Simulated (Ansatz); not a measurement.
# Al2O3 (Corundum, R-3c): zone-centre modes under pressure, part 2 of 3

Wanted: Grüneisen parameters and pressure coefficients of the modes of Al2O3 (Corundum, R-3c).

Ansatz 0.2.0; DFT LDA, scalar-relativistic, plane waves, PAW; PAW set soft_1.

So far. Step 3 (Tight relaxation): The largest force component left is 0.073 meV/Å and the pressure is -0.006 GPa, within the tolerances set. The cell now holds 8.32 Å³/atom.

## (4) Modes at rest

The modes at rest are the reference of the series, and the response to a field gives the dielectric tensor and the Born charges.

The input, input.yaml:

```yaml
crystal:
  lattice:
    - [2.3643413928, 1.3650531396, 4.2966967113]
    - [-2.3643413928, 1.3650531396, 4.2966967113]
    - [0.0, -2.7301062792, 4.2966967113]
  atoms:
    - { symbol: O, position: [0.5558304384, 0.9441695616, 0.25] }
    - { symbol: O, position: [0.25, 0.5558304384, 0.9441695616] }
    - { symbol: O, position: [0.9441695616, 0.25, 0.5558304384] }
    - { symbol: O, position: [0.4441695616, 0.0558304384, 0.75] }
    - { symbol: O, position: [0.75, 0.4441695616, 0.0558304384] }
    - { symbol: O, position: [0.0558304384, 0.75, 0.4441695616] }
    - { symbol: Al, position: [0.3519802946, 0.3519802946, 0.3519802946] }
    - { symbol: Al, position: [0.1480197054, 0.1480197054, 0.1480197054] }
    - { symbol: Al, position: [0.6480197054, 0.6480197054, 0.6480197054] }
    - { symbol: Al, position: [0.8519802946, 0.8519802946, 0.8519802946] }
kpoints:
  mp_grid: { grid: [6, 6, 6] }
hamiltonian:
  xc: lda
  pseudopotentials: { kind: paw, azcp: { folder: soft_1 }, xc_functional: pbe }
scf:
  occupations: { method: fixed }
output:
  eigenvalues: true
phonons:
  method: dfpt
  dielectric: true
  rigid_motions: translations
```

On the command line:

```console
ansatz run input.yaml --threads 8 --pin off --max-ram 20480MiB --backend cpu --events-out ev --progress --plain --runs-dir out
```

Numbers of over 12 decimals in the logs are rounded to 6 here.

The program printed:

```text
[...]
Crystal: 10 atoms, lattice volume = 83.204 Å³
Basis set: ecut = 420 eV, 1593 PW (Γ), exchange–correlation on 72×72×72 points (8 copies of the dense FFT grid, shifted against one another)
Bands: 34, of which v1, the nominal top of the filled ones, is band 24 counted from 1 (23 counted from 0)
Symmetry: 12 space group operations
k-points: 112 of 216 (irreducible under 1 space group operation, time reversal used)
[...]
SCF iter   1: F=—  HF=-5403.587533 eV  |F-HF|=—  |Δ(HF+E_count)|=         —  Δρ=1.23e-1  dr2=1.16e1  ethr=3.10e-3  ⟨swp⟩=5.1  Hψ=14634  notcnv=0  defer=722
[...]
SCF iter   9: F=-5399.891483 eV  HF=-5399.891483 eV  |F-HF|=1.82e-12  |Δ(HF+E_count)|=  9.09e-12  Δρ=5.88e-8  dr2=1.96e-12  ethr=1.00e-12  ⟨swp⟩=14.8  Hψ=25642  notcnv=0
SCF 1 converged in 9 iterations: F = -5399.891483 eV  dr2 = 1.96e-12
[...]
NSCF: frozen V_eff on 6 k-points
DFPT response loops at Γ: preconditioner auto → none (the input reference at scf.mixing.eps_inf says where Resta's filter doesn't serve); β = 0.50; Broyden in place of MSR1
SCF converged after 9 iterations
Free energy (F): -5399.891483 eV
[...]
Internal energy: -5399.891483 eV  (E = F + TS)
E sigma→0 (E₀):  -5399.891483 eV
Fermi energy:    7.629809 eV
[...]
--- Band table (eV; the first three rows and the last of 112) ---
  k-point 0: bands = [... 20 lower, 7.1061, 7.5886, 7.5886, 7.6298, 14.0690, 16.7536, 18.4505, 19.2060, ... 6 higher]
  k-point 1: bands = [... 20 lower, 6.9092, 7.2731, 7.5458, 7.5762, 14.6835, 17.2614, 18.0215, 18.7490, ... 6 higher]
  k-point 2: bands = [... 20 lower, 6.7465, 7.0605, 7.3894, 7.4343, 15.9622, 17.4917, 17.7439, 18.2410, ... 6 higher]
  k-point 111: bands = [... 20 lower, 7.2356, 7.2356, 7.2356, 7.2356, 16.4052, 16.4052, 18.6719, 18.6719, ... 6 higher]
--- Phonons (Γ-DFPT): 5 representative perturbations + reference, on 112 of 216 k-points (Σ response iterations 15) ---
  k mesh reduced under 1 symmetry operation, with k and −k counted as one. Each operation leaves every solved perturbation unchanged. A smaller set is not considered because the run solves the response to a homogeneous field
  ASR residual: 2.276e-5 → 0.000e0 eV/Å²; symmetrization residual: 2.413e-5 eV/Å²
  ASR residual per site (eV/Å²): 2.11e-5 1.98e-5 1.98e-5 2.11e-5 1.98e-5 1.98e-5 2.28e-5 2.28e-5 2.28e-5 2.28e-5
  Γ frequencies (cm⁻¹): 0.00 0.00 0.00 310.31 373.23 373.23 388.82 388.82 395.93 418.57 434.62 434.62 438.26 438.26 445.31 445.31 526.16 576.16 576.16 576.54 576.54 587.36 602.85 631.65 631.65 643.00 690.53 749.97 750.71 750.71
  ε∞ (high-frequency dielectric tensor):
        3.246063    -0.000000    -0.000000
       -0.000000     3.246063     0.000000
        0.000000     0.000000     3.206156
  ε⁰ (static dielectric tensor: ions relaxed, cell fixed):
        9.313070     0.000000     0.000000
        0.000000     9.313070    -0.000000
        0.000000    -0.000000    11.233100
  ε⁰ − ε∞ (ionic part):
        6.067008     0.000000     0.000000
        0.000000     6.067008    -0.000000
        0.000000    -0.000000     8.026944
  softest optical mode at Γ: 310.31 cm⁻¹; the repairs (sum rule, projections) moved no ω² at Γ by more than (3.62 cm⁻¹)²
  Born effective charges Z* (e; rows j = field, columns β = displacement):
    site 0:
        -2.07581   -0.00000   -0.00000
         0.00000   -1.87549    0.26048
         0.00000    0.35164   -1.95402
    site 1:
        -1.92557    0.08674   -0.22558
         0.08674   -2.02573   -0.13024
        -0.30453   -0.17582   -1.95402
    site 2:
        -1.92557   -0.08674    0.22558
        -0.08674   -2.02573   -0.13024
         0.30453   -0.17582   -1.95402
    site 3:
        -2.07581    0.00000   -0.00000
         0.00000   -1.87549    0.26048
         0.00000    0.35164   -1.95402
    site 4:
        -1.92557    0.08674   -0.22558
         0.08674   -2.02573   -0.13024
        -0.30453   -0.17582   -1.95402
    site 5:
        -1.92557   -0.08674    0.22558
        -0.08674   -2.02573   -0.13024
         0.30453   -0.17582   -1.95402
    site 6:
         2.96348   -0.02731   -0.00000
         0.02731    2.96348    0.00000
         0.00000    0.00000    2.93103
    site 7:
         2.96348    0.02731   -0.00000
        -0.02731    2.96348    0.00000
        -0.00000    0.00000    2.93103
    site 8:
         2.96348   -0.02731   -0.00000
         0.02731    2.96348    0.00000
         0.00000    0.00000    2.93103
    site 9:
         2.96348    0.02731   -0.00000
        -0.02731    2.96348    0.00000
        -0.00000    0.00000    2.93103
  Z* charge neutrality: 4.327e-6 e pre-enforcement
  k-mesh period / interband length: 28.4 Å / 1.22 Å = 23.23 at k = (0.0000, 0.0000, 0.0000), direct gap 6.439 eV — 14 or more, which is no proof of convergence
  optical modes at Γ without the LO–TO term, one row a degenerate level:
      ω (cm⁻¹)  modes    IR ((D/Å)²/amu)
        310.31      1             0.0000
[...]
optical modes at Γ + LO–TO along q̂ = [1.0000, 0.0000, 0.0000]:
      ω (cm⁻¹)  modes    IR ((D/Å)²/amu)
[...]
optical modes at Γ + LO–TO along q̂ = [0.0000, 1.0000, 0.0000]:
      ω (cm⁻¹)  modes    IR ((D/Å)²/amu)
[...]
optical modes at Γ + LO–TO along q̂ = [0.0000, 0.0000, 1.0000]:
      ω (cm⁻¹)  modes    IR ((D/Å)²/amu)
[...]
445.31      2             0.0000
        499.29      1             2.1685
        526.16      1             0.0000
        576.16      2            80.0381
        576.54      2             0.0000
        602.85      1             0.0000
        631.65      2             8.9833
        643.00      1             0.0000
        690.53      1             0.0000
        749.97      1             0.0000
        750.71      2             0.0000
        871.81      1            61.3196
```

Wall time 77 s (8 threads of Arm Neoverse N1, shared host); peak memory 1.4 GiB; 9.5 min of CPU time.

Reading the cycles: dr2 is the Hartree energy of the density residual (eV), the measure of convergence; HF is the Harris–Foulkes estimate of the energy, which meets the free energy F at convergence.

Numbers from this step:

```
sum-rule residual before enforcement                    : 2.28e-5 eV/Å²
miss of the charge sum rule                             : 4.33e-6 e
point group                                             : -3m
highest optical mode at the zone centre (no LO-TO term) : 750.7 cm⁻¹
lowest optical zone-centre mode                         : 310.3 cm⁻¹
mean high-frequency dielectric constant                 : 3.233
largest Born charge (third of the trace)                : 2.953 e
mean static dielectric constant                         : 9.953
top of the zone-centre spectrum with the field          : 899.3 cm⁻¹
```

Without the LO-TO term. Patterns of degenerate modes are one choice out of their space. The modes at Γ (shares of kinetic energy by element, %):

| mode | frequency (cm⁻¹) | symmetry | O % | Al % |
| --- | --- | --- | --- | --- |
| 1 | 0.0 | acoustic | 47 | 53 |
| 2 | 0.0 | acoustic | 47 | 53 |
| 3 | 0.0 | acoustic | 47 | 53 |
| 4 | 310.3 | A2g | 3 | 97 |
| 5 | 373.2 | Eg | 99 | 1 |
| 6 | 373.2 | Eg | 99 | 1 |
| 7 | 388.8 | Eu | 27 | 73 |
| 8 | 388.8 | Eu | 27 | 73 |
| 9 | 395.9 | A2u | 67 | 33 |
| 10 | 418.6 | A1g | 4 | 96 |
| 11 | 434.6 | Eg | 41 | 59 |
| 12 | 434.6 | Eg | 41 | 59 |
| 13 | 438.3 | Eu | 61 | 39 |
| 14 | 438.3 | Eu | 61 | 39 |
| 15 | 445.3 | Eg | 45 | 55 |
| 16 | 445.3 | Eg | 45 | 55 |
| 17 | 526.2 | A2g | 98 | 2 |
| 18 | 576.2 | Eu | 74 | 26 |
| 19 | 576.2 | Eu | 74 | 26 |
| 20 | 576.5 | Eg | 21 | 79 |
| 21 | 576.5 | Eg | 21 | 79 |
| 22 | 587.4 | A2u | 86 | 14 |
| 23 | 602.9 | A1u | 14 | 86 |
| 24 | 631.6 | Eu | 91 | 9 |
| 25 | 631.6 | Eu | 91 | 9 |
| 26 | 643.0 | A1g | 96 | 4 |
| 27 | 690.5 | A1u | 86 | 14 |
| 28 | 750.0 | A2g | 98 | 2 |
| 29 | 750.7 | Eg | 94 | 6 |
| 30 | 750.7 | Eg | 94 | 6 |

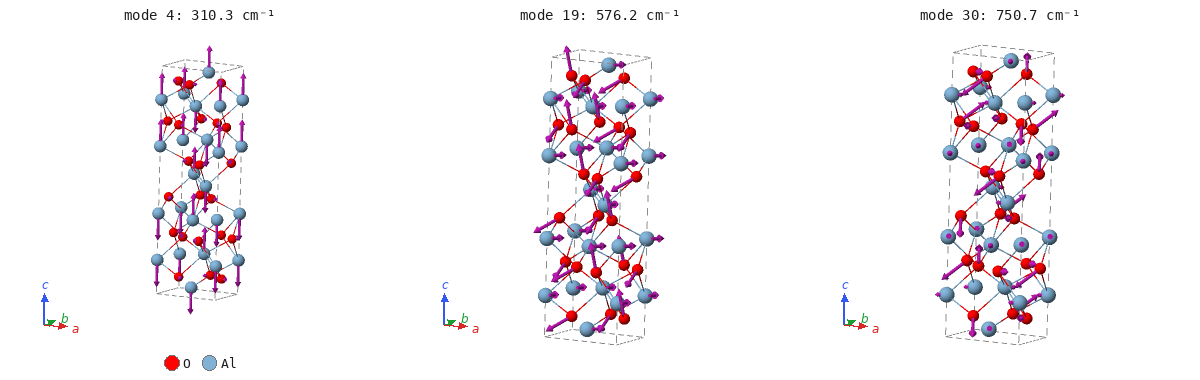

Displacement patterns of modes 4, 19 and 30 at Γ; arrows are exaggerated. Some periodic images of atoms are drawn too.

Optical modes at the zone centre, without and with the macroscopic field of the longitudinal modes; each column is sorted by frequency, so a row need not hold one and the same mode. Modes with and without the field, by row:

| rank among optical modes | no field (cm⁻¹) | q along (1, 0, 0) (cm⁻¹) | q along (0, 0, 1) (cm⁻¹) |
| --- | --- | --- | --- |
| 1 | 310.3 | 310.3 | 310.3 |
| 2 | 373.2 | 373.2 | 373.2 |
| 3 | 373.2 | 373.2 | 373.2 |
| 4 | 388.8 | 388.8 | 388.8 |
| 5 | 388.8 | 391.4 | 388.8 |
| 6 | 395.9 | 395.9 | 418.6 |
| 7 | 418.6 | 418.6 | 434.6 |
| 8 | 434.6 | 434.6 | 434.6 |
| 9 | 434.6 | 434.6 | 438.3 |
| 10 | 438.3 | 438.3 | 438.3 |
| 11 | 438.3 | 445.3 | 445.3 |
| 12 | 445.3 | 445.3 | 445.3 |
| 13 | 445.3 | 476.6 | 499.3 |
| 14 | 526.2 | 526.2 | 526.2 |
| 15 | 576.2 | 576.2 | 576.2 |
| 16 | 576.2 | 576.5 | 576.2 |
| 17 | 576.5 | 576.5 | 576.5 |
| 18 | 576.5 | 587.4 | 576.5 |
| 19 | 587.4 | 602.9 | 602.9 |
| 20 | 602.9 | 626 | 631.6 |
| 21 | 631.6 | 631.6 | 631.6 |
| 22 | 631.6 | 643 | 643 |
| 23 | 643 | 690.5 | 690.5 |
| 24 | 690.5 | 750 | 750 |
| 25 | 750 | 750.7 | 750.7 |
| 26 | 750.7 | 750.7 | 750.7 |
| 27 | 750.7 | 899.3 | 871.8 |

Born charge (rows field, columns displacement) (e), principal values of the symmetric part by kind of site:

| atom | atoms with these values | low | middle | high | mean |
| --- | --- | --- | --- | --- | --- |
| O1 | 6 | -2.22 | -2.08 | -1.61 | -1.97 |
| Al7 | 4 | 2.93 | 2.96 | 2.96 | 2.95 |

In full for O1:

```
-2.08  0.00  0.00
 0.00 -1.88  0.26
 0.00  0.35 -1.95
```

High-frequency dielectric tensor:

```
3.25 0.00 0.00
0.00 3.25 0.00
0.00 0.00 3.21
```

Static dielectric tensor (ions relaxed, fixed cell):

```
 9.31  0.00  0.00
 0.00  9.31  0.00
 0.00  0.00 11.23
```

Transverse modes. Infrared lines, with heights relative to the strongest:

| position (cm⁻¹) | lines merged | relative intensity |
| --- | --- | --- |
| 310 | 1 | 0.0 |
| 373 | 1 | 0.0 |
| 389 | 1 | 4.3 |
| 396 | 1 | 46 |
| 419 | 1 | 0.0 |
| 435 | 1 | 0.0 |
| 438 | 1 | 45 |
| 445 | 1 | 0.0 |
| 526 | 1 | 0.0 |
| 576 | 2 | 100 |
| 587 | 1 | 33 |
| 603 | 1 | 0.0 |
| 632 | 1 | 11 |
| 643 | 1 | 0.0 |
| 690 | 1 | 0.0 |
| 750 | 1 | 0.0 |
| 751 | 1 | 0.0 |

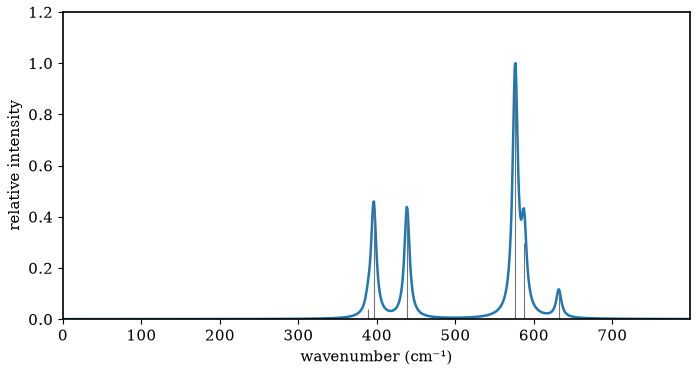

The infrared spectrum, broadened with Lorentzians of width 8 cm⁻¹; bars mark the lines.

Before it was imposed, the acoustic sum rule was missed by 2.3e-5 eV/Å² and the charge sum rule by 4.3e-6 e. Small misses are needed for a sound result but don't prove that mesh and cutoff are converged. The lowest optical mode is real, 310 cm⁻¹.

## (5) A member of the series: 1.06 times the volume at rest

The cell is set to 1.06 times the volume at rest, and shape and atoms relax at that volume.

The input, input.yaml:

```yaml
crystal:
  lattice:
    - [2.4096247094, 1.3911974746, 4.3849244975]
    - [-2.4096247094, 1.3911974746, 4.3849244975]
    - [0.0, -2.7823949492, 4.3849244975]
  atoms:
    - { symbol: O, position: [0.5554056469, 0.9445943531, 0.25] }
    - { symbol: O, position: [0.25, 0.5554056469, 0.9445943531] }
    - { symbol: O, position: [0.9445943531, 0.25, 0.5554056469] }
    - { symbol: O, position: [0.4445943531, 0.0554056469, 0.75] }
    - { symbol: O, position: [0.75, 0.4445943531, 0.0554056469] }
    - { symbol: O, position: [0.0554056469, 0.75, 0.4445943531] }
    - { symbol: Al, position: [0.3520388476, 0.3520388476, 0.3520388476] }
    - { symbol: Al, position: [0.1479611524, 0.1479611524, 0.1479611524] }
    - { symbol: Al, position: [0.6479611524, 0.6479611524, 0.6479611524] }
    - { symbol: Al, position: [0.8520388476, 0.8520388476, 0.8520388476] }
kpoints:
  mp_grid: { grid: [6, 6, 6] }
hamiltonian:
  xc: lda
  pseudopotentials: { kind: paw, azcp: { folder: soft_1 }, xc_functional: pbe }
scf:
  occupations: { method: fixed }
output:
  forces: true
  stress: true
  eigenvalues: true
relax:
  adjacent_minimum: "off"
  f_tol: 0.001
  max_steps: 60
  cell: { stress_tol: 0.01, fix: [volume] }
```

The program printed:

```text
[...]
Crystal: 10 atoms, lattice volume = 88.197 Å³
Basis set: ecut = 420 eV, 1707 PW (Γ)
Bands: 34, of which v1, the nominal top of the filled ones, is band 24 counted from 1 (23 counted from 0)
Symmetry: 12 space group operations
[...]
k-points: 32 of 216
[...]
- { symbol: O, position: [0.944816, 0.250000, 0.555184] }
    - { symbol: O, position: [0.444816, 0.055184, 0.75] }
    - { symbol: O, position: [0.75, 0.444816, 0.055184] }
    - { symbol: O, position: [0.055184, 0.750000, 0.444816] }
    - { symbol: Al, position: [0.352060, 0.352060, 0.352060] }
    - { symbol: Al, position: [0.147940, 0.147940, 0.147940] }
    - { symbol: Al, position: [0.647940, 0.647940, 0.647940] }
    - { symbol: Al, position: [0.852060, 0.852060, 0.852060] }
[key lines of the parts left out:]
SCF converged after 4 iterations
Free energy (F): -5399.673144 eV
Fermi energy:    6.858265 eV
P = ⅓ Tr σ = -13.3498 GPa (-133.498 kbar)
```

Wall time 8.4 s (8 threads); peak memory 0.48 GiB.

Little changed from the start: no atom moved by 0.005 Å and no cell edge by 0.1 %.

Numbers from this step:

| Property | Result |
| --- | --- |
| pressure | -13.35 GPa |
| gap on the k-mesh | 5.736 eV |
| volume per atom | 8.820 Å³ |

The largest force component left is 0.057 meV/Å, at a pressure of -13.35 GPa.

[end of part 2 of 3]

[Logs are printed without paths, hosts, clocks, repeated set-up lines and the standing remarks that a program may print on its own settings, such as how far it seeks lower states.]

[Hosts, paths, dates, database ids (printed as entryN), source tags and the programs' standing remarks are cut or masked in the printed files.]
